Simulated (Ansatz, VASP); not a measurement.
# MnCuO2 (Crednerite) in two plane-wave programs

One calculation is typed for both programs; each brings its own data sets and cutoff. How far apart do they land? The cell is a member of a volume series, scaled by 0.96 from a relaxed one, so a pressure remains.

Calculated with Ansatz 0.2.0; plane waves, with VASP 6.6.1 beside it; single point at PBEsol, DFT+U.

**1. Starting point**

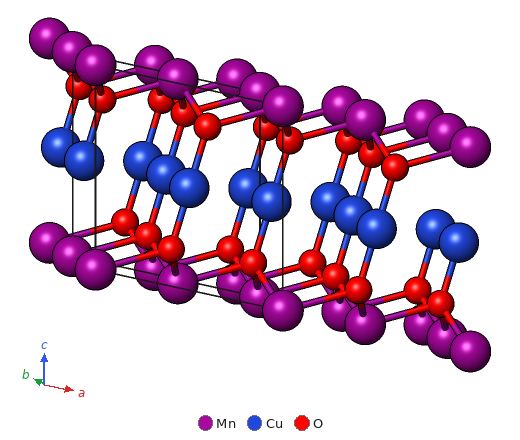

The cell as given, slightly off an axis (manganese purple, copper blue, oxygen red). 2×2×1 cells are drawn. This picture shows the conventional cell, with its axes. Some periodic images of atoms are drawn too.

Structure file:

```xyz
4
Lattice="2.7549 -1.4386 0.0296 2.7549 1.4386 0.0296 -1.4245 0.0000 5.5646" Properties=species:S:1:pos:R:3 pbc="T T T"
Mn    0.0000    0.0000    0.0000
Cu    2.0427    0.0000    2.8119
O     1.9584    0.0000    1.0292
O     2.1269    0.0000    4.5945
```

**2. VASP: single point, PBEsol, DFT+U**

A single point gives forces, pressure and levels at one fixed geometry, so differences don't come from the geometry; what else differs is listed under the comparison.

Lines of VASP's logs that name or quote its potential files are left out, and so is its time.

File INCAR:

```
SYSTEM = MnCuO2
PREC = Accurate
ENCUT = 520
EDIFF = 1E-06
NELM = 100
ISMEAR = 0
SIGMA = 0.05
LREAL = .FALSE.
ALGO = Normal
GGA = PS
NBANDS = 26
ISPIN = 2
MAGMOM = 3.909 -0.005 -0.017 -0.017
LDAU = .TRUE.
LDAUTYPE = 2
LDAUL = 2 2 -1
LDAUU = 4 5 0
LDAUJ = 0 0 0
LDAUPRINT = 1
LASPH = .TRUE.
LMAXMIX = 4
LORBIT = 11
LWAVE = .FALSE.
LCHARG = .FALSE.
KPAR = 4
ISIF = 2
```

File POSCAR:

```
MnCuO2
1.0
    2.7549138794     -1.4386190713      0.0295719686
    2.7549138794      1.4386190713      0.0295719686
   -1.4244704657      0.0000000000      5.5646074236
Mn Cu O
1 1 2
Direct
    0.0000000000      0.0000000000      0.0000000000
    0.5000000000      0.5000000000      0.5000000000
    0.4021530575      0.4021530575      0.1806834249
    0.5978469425      0.5978469425      0.8193165751
```

File KPOINTS:

```
Automatic mesh
0
Gamma
9 9 4
0 0 0
```

The projector-augmented-wave data sets are Mn_pv, Cu and O (PBE family, release 64).

Run with:

```bash
mpirun -np 4 vasp_std
```

Numbers of over 12 decimals in the logs are rounded to 6 here.

Log:

```text
[banner, memory and clock lines left out]
running    4 mpi-ranks, on    1 nodes
 distrk:  each k-point on    1 cores,    4 groups
 distr:  one band on    1 cores,    1 groups

 POSCAR found type information on POSCAR MnCuO
 POSCAR found :  3 types and       4 ions
|                                                                             |
|               ----> ADVICE to this user running VASP <----                  |
|                                                                             |
|     You enforced a specific xc type in the INCAR file but a different       |
|     [... a line on the potential file left out ...]
|     I HOPE YOU KNOW WHAT YOU ARE DOING!                                     |
|                                                                             |

 LDA part: xc-table for (Slater+PW92), standard interpolation
 POSCAR, INCAR and KPOINTS ok, starting setup
 FFT: planning ... GRIDC
 FFT: planning ... GRID_SOFT
 FFT: planning ... GRID
 WAVECAR not read
 entering main loop
       N       E                     dE             d eps       ncg     rms          rms(c)
DAV:   1     0.365654328290E+03    0.36565E+03   -0.18977E+04 10504   0.190E+03
DAV:   2     0.833599530672E+01   -0.35732E+03   -0.33470E+03 10252   0.444E+02
DAV:   3    -0.285497693958E+02   -0.36886E+02   -0.35856E+02 11588   0.155E+02
DAV:   4    -0.296619278909E+02   -0.11122E+01   -0.11082E+01 11750   0.276E+01
DAV:   5    -0.296922186597E+02   -0.30291E-01   -0.30273E-01 12084   0.490E+00    0.243E+01
DAV:   6    -0.256885302969E+02    0.40037E+01   -0.30063E+01 14582   0.824E+01    0.205E+01
DAV:   7    -0.257021619197E+02   -0.13632E-01   -0.40035E+00 11992   0.392E+01    0.123E+01
DAV:   8    -0.257497046479E+02   -0.47543E-01   -0.65267E-01 11590   0.600E+00    0.716E+00
DAV:   9    -0.257197516688E+02    0.29953E-01   -0.83828E-02 15252   0.715E+00    0.137E+00
DAV:  10    -0.257217072071E+02   -0.19555E-02   -0.25339E-02 12278   0.261E+00    0.247E-01
DAV:  11    -0.257220514447E+02   -0.34424E-03   -0.15752E-03 14208   0.628E-01    0.124E-01
DAV:  12    -0.257221106543E+02   -0.59210E-04   -0.23828E-04 12812   0.167E-01    0.551E-02
DAV:  13    -0.257221287107E+02   -0.18056E-04   -0.50208E-05 14060   0.923E-02    0.227E-02
DAV:  14    -0.257221287133E+02   -0.26121E-08   -0.11379E-05 12232   0.560E-02    0.832E-03
DAV:  15    -0.257221288084E+02   -0.95056E-07   -0.11358E-06  7092   0.230E-02
   1 F= -.25722129E+02 E0= -.25722129E+02  d E =-.284419E-12  mag=     4.0000
```

From OUTCAR (step 2):

```text
ion  position               nearest neighbor table
   1  0.000  0.000  0.000-   4 1.92   4 1.92   3 1.92   3 1.92   3 2.21   4 2.21
   2  0.500  0.500  0.500-   3 1.78   4 1.78
   3  0.402  0.402  0.181-   2 1.78   1 1.92   1 1.92   1 2.21
   4  0.598  0.598  0.819-   2 1.78   1 1.92   1 1.92   1 2.21

  LATTYP: Found a base centered monoclinic cell.
 ALAT       =     5.5101451829
 B/A-ratio  =     0.5221710222
 C/A-ratio  =     1.0424476583
 COS(beta)  =    -0.2375784951

 Subroutine GETGRP returns: Found  4 space group operations
 (whereof  4 operations were pure point group operations)

The static configuration has the point symmetry C_2h.

 Found     95 irreducible k-points:

   k-points           NKPTS =     95   k-points in BZ     NKDIM =     95   number of bands    NBANDS=     26

   dimension x,y,z NGX =    24 NGY =   24 NGZ =   48
   dimension x,y,z NGXF=    48 NGYF=   48 NGZF=   96

   ENCUT  =  520.0 eV  38.22 Ry    6.18 a.u.   5.78  5.78 10.68*2*pi/ulx,y,z

   NELECT =      36.0000    total number of electrons

 k-points in reciprocal lattice and weights: Automatic mesh
   0.00000000  0.00000000  0.00000000       0.003
   0.11111111  0.00000000  0.00000000       0.012
   0.22222222 -0.00000000 -0.00000000       0.012
   0.33333333 -0.00000000  0.00000000       0.012
   0.44444444 -0.00000000 -0.00000000       0.012
   0.11111111  0.11111111  0.00000000       0.006
   0.22222222  0.11111111 -0.00000000       0.012
   0.33333333  0.11111111  0.00000000       0.012
   0.44444444  0.11111111  0.00000000       0.012
[...]
0.0000  0.0000 -0.0020  0.0007  0.9515

spin component  2

  0.9524  0.0008  0.0000  0.0000  0.0000
  0.0008  0.9694  0.0000  0.0000  0.0000
  0.0000  0.0000  0.8703 -0.0077 -0.0010
  0.0000  0.0000 -0.0077  0.9696  0.0008
  0.0000  0.0000 -0.0010  0.0008  0.9521

 occupancies and eigenvectors

  o =  0.8697  v =  0.0000  0.0000  0.0000  0.0000  0.0000  0.0000  0.0000  0.9970  0.0768  0.0118      0.0000  0.0000  0.0000  0.0000  0.0000  0.0000  0.0000  0.0000  0.0000  0.0000
  o =  0.8722  v =  0.0000  0.0000  0.9983  0.0526  0.0249  0.0000  0.0000  0.0000  0.0000  0.0000      0.0000  0.0000  0.0000  0.0000  0.0000  0.0000  0.0000  0.0000  0.0000  0.0000
  o =  0.9511  v = -0.9255 -0.3788  0.0000  0.0000  0.0000  0.0000  0.0000  0.0000  0.0000  0.0000      0.0000  0.0000  0.0000  0.0000  0.0000  0.0000  0.0000  0.0000  0.0000  0.0000
  o =  0.9515  v =  0.0000  0.0000  0.0218  0.0579 -0.9981  0.0000  0.0000  0.0000  0.0000  0.0000      0.0000  0.0000  0.0000  0.0000  0.0000  0.0000  0.0000  0.0000  0.0000  0.0000
  o =  0.9521  v =  0.0000  0.0000  0.0000  0.0000  0.0000  0.0000  0.0000  0.0080  0.0491 -0.9988      0.0000  0.0000  0.0000  0.0000  0.0000  0.0000  0.0000  0.0000  0.0000  0.0000
  o =  0.9523  v =  0.0000  0.0000  0.0000  0.0000  0.0000 -0.9990  0.0443  0.0000  0.0000  0.0000      0.0000  0.0000  0.0000  0.0000  0.0000  0.0000  0.0000  0.0000  0.0000  0.0000
  o =  0.9566  v = -0.3788  0.9255  0.0000  0.0000  0.0000  0.0000  0.0000  0.0000  0.0000  0.0000      0.0000  0.0000  0.0000  0.0000  0.0000  0.0000  0.0000  0.0000  0.0000  0.0000
  o =  0.9662  v =  0.0000  0.0000 -0.0539  0.9969  0.0567  0.0000  0.0000  0.0000  0.0000  0.0000      0.0000  0.0000  0.0000  0.0000  0.0000  0.0000  0.0000  0.0000  0.0000  0.0000
  o =  0.9694  v =  0.0000  0.0000  0.0000  0.0000  0.0000  0.0443  0.9990  0.0000  0.0000  0.0000      0.0000  0.0000  0.0000  0.0000  0.0000  0.0000  0.0000  0.0000  0.0000  0.0000
  o =  0.9702  v =  0.0000  0.0000  0.0000  0.0000  0.0000  0.0000  0.0000 -0.0773  0.9958  0.0483      0.0000  0.0000  0.0000  0.0000  0.0000  0.0000  0.0000  0.0000  0.0000  0.0000

 average (electrostatic) potential at core
       1 -69.9212       2 -63.7523       3 -70.3526       4 -70.3526

 E-fermi :   5.6406

 spin component 1
 k-point     1 :       0.0000    0.0000    0.0000
  band No.  band energies     occupation
    ...
     16       2.4454      1.00000
     17       2.5482      1.00000
     18       2.6128      1.00000
     19       2.6724      1.00000
     20       5.4234      1.00000
     21       7.2267      0.00000
     22       7.6446      0.00000
     23      11.5550      0.00000
     24      13.5644      0.00000
     25      18.3640      0.00000
    ...

 k-point     2 :       0.1111    0.0000    0.0000
  band No.  band energies     occupation
    ...
     16       2.4013      1.00000
     17       2.4688      1.00000
     18       2.6239      1.00000
     19       2.9903      1.00000
     20       5.2384      1.00000
     21       6.9096      0.00000
     22       7.9149      0.00000
     23      12.0783      0.00000
     24      13.7646      0.00000
     25      18.5993      0.00000
    ...

 k-point     3 :       0.2222   -0.0000   -0.0000
  band No.  band energies     occupation
    ...
     16       2.4882      1.00000
     17       2.7582      1.00000
     18       3.0156      1.00000
     19       3.3688      1.00000
     20       4.8111      1.00000
     21       6.4346      0.00000
     22       8.3801      0.00000
     23      13.1748      0.00000
     24      14.1572      0.00000
     25      17.1285      0.00000
    ...

 k-point     4 :       0.3333   -0.0000    0.0000
  band No.  band energies     occupation
    ...
     16       2.6912      1.00000
     17       3.0906      1.00000
     18       3.4579      1.00000
     19       3.7776      1.00000
     20       4.5170      1.00000
     21       6.2980      0.00000
     22       8.6695      0.00000
     23      13.2372      0.00000
     24      14.2788      0.00000
     25      16.2497      0.00000
    ...

 k-point     5 :       0.4444   -0.0000   -0.0000
  band No.  band energies     occupation
    ...
     16       2.8352      1.00000
     17       3.1423      1.00000
     18       3.3375      1.00000
     19       4.4883      1.00000
     20       4.5397      1.00000
     21       6.3771      0.00000
     22       8.8120      0.00000
     23      11.6815      0.00000
     24      15.0431      0.00000
     25      16.4541      0.00000
    ...

 k-point     6 :       0.1111    0.1111    0.0000
  band No.  band energies     occupation
    ...
     16       2.4804      1.00000
     17       2.5450      1.00000
     18       2.6132      1.00000
     19       2.8938      1.00000
     20       5.0563      1.00000
     21       7.2069      0.00000
     22       7.8886      0.00000
     23      12.0188      0.00000
     24      13.7244      0.00000
     25      18.2033      0.00000
    ...

  Total        1.2498547      1.8154382      2.6299167      0.0000000      0.0000000     -0.2416268
  in kB       45.2751610     65.7630505     95.2669980      0.0000000      0.0000000     -8.7527705
  external PRESSURE =      68.7684032 kB  Pullay stress =       0.0000000 kB

  energy-cutoff  :      520.00
  volume of cell :       44.23
      direct lattice vectors                 reciprocal lattice vectors
     2.754913879 -1.438619071  0.029571969     0.180996528 -0.347555520  0.046332866
     2.754913879  1.438619071  0.029571969     0.180996528  0.347555520  0.046332866
    -1.424470466  0.000000000  5.564607424    -0.001923738  0.000000000  0.179214743

 POSITION                                       TOTAL-FORCE (eV/Angst)
 -----------------------------------------------------------------------------------
      0.00000      0.00000      0.00000        -0.000000      0.000000      0.000000
      2.04268      0.00000      2.81188        -0.000000      0.000000      0.000000
      1.95842      0.00000      1.02922        -0.159444      0.000000      0.045589
      2.12694      0.00000      4.59453         0.159444      0.000000     -0.045589
 -----------------------------------------------------------------------------------
    total drift:                                0.000000     -0.000000      0.000000

  FREE ENERGIE OF THE ION-ELECTRON SYSTEM (eV)
  ---------------------------------------------------
  free  energy   TOTEN  =       -25.7221288084 eV

  energy  without entropy=      -25.7221288084  energy(sigma->0) =      -25.72212881

 total charge
# of ion       s       p       d       tot
------------------------------------------
    1        0.308   6.358   4.880  11.546
    2        0.446   0.359   9.387  10.191
    3        1.553   3.492   0.000   5.046
    4        1.553   3.492   0.000   5.046
--------------------------------------------------
tot          3.860  13.702  14.267  31.829

 magnetization (x)
# of ion       s       p       d       tot
------------------------------------------
    1        0.035   0.033   3.801   3.869
    2        0.013   0.008  -0.016   0.005
    3        0.006  -0.007   0.000  -0.001
    4        0.006  -0.007   0.000  -0.001
--------------------------------------------------
tot          0.060   0.027   3.784   3.872

[... 6 further parts left out ...]
```

The run ends at a pressure of 6.88 GPa, with forces up to 0.17 eV/Å.

(Part 1 of 3 ends here.)

[Lines on the potential files, build, host, timing and source positions are cut from VASP's logs without a mark.]

[Logs are printed without paths, hosts, clocks, repeated set-up lines and the standing remarks that a program may print on its own settings, such as how far it seeks lower states.]

[Hosts, paths, dates, database ids (printed as entryN), source tags and the programs' standing remarks are cut or masked in the printed files.]
